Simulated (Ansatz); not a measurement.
The compound is TaSBr (space group P4/mmm, No. 123), taken as the end point of a relaxation with Ansatz 0.2.0, DFT PBE, scalar-relativistic, plane waves, PAW; the starting structure was generated, so it need not be a known form of this composition.

```cif
data_structure
_symmetry_space_group_name_H-M 'P4/mmm'
_symmetry_Int_Tables_number 123
_cell_length_a 3.4922
_cell_length_b 3.4922
_cell_length_c 5.2209
_cell_angle_alpha 90.000
_cell_angle_beta 90.000
_cell_angle_gamma 90.000
_cell_volume 63.67
loop_
_atom_site_label
_atom_site_type_symbol
_atom_site_symmetry_multiplicity
_atom_site_Wyckoff_symbol
_atom_site_fract_x
_atom_site_fract_y
_atom_site_fract_z
_atom_site_occupancy
Ta1 Ta 1 d 0.50000 0.50000 0.50000 1
S1 S 1 b 0.00000 0.00000 0.50000 1
Br1 Br 1 c 0.50000 0.50000 0.00000 1
```

Describe how the polyhedra about Ta are linked (bonds: Br–Ta below 2.9 Å and S–Ta below 2.8 Å).

Ta: TaS4Br2 octahedron, sharing corners with six neighbours and edges with four neighbours.

They form a three-dimensional framework of corner- and edge-sharing octahedra.

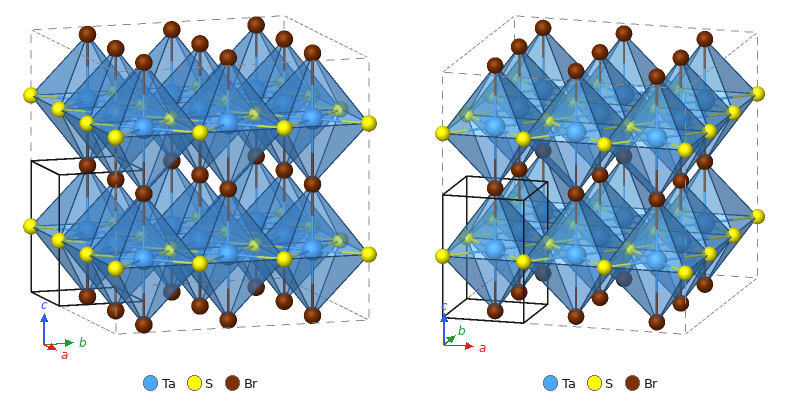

Polyhedra are drawn about Ta (bonds: Br–Ta below 2.9 Å and S–Ta below 2.8 Å); other atoms are plain spheres. Two views of the same piece.
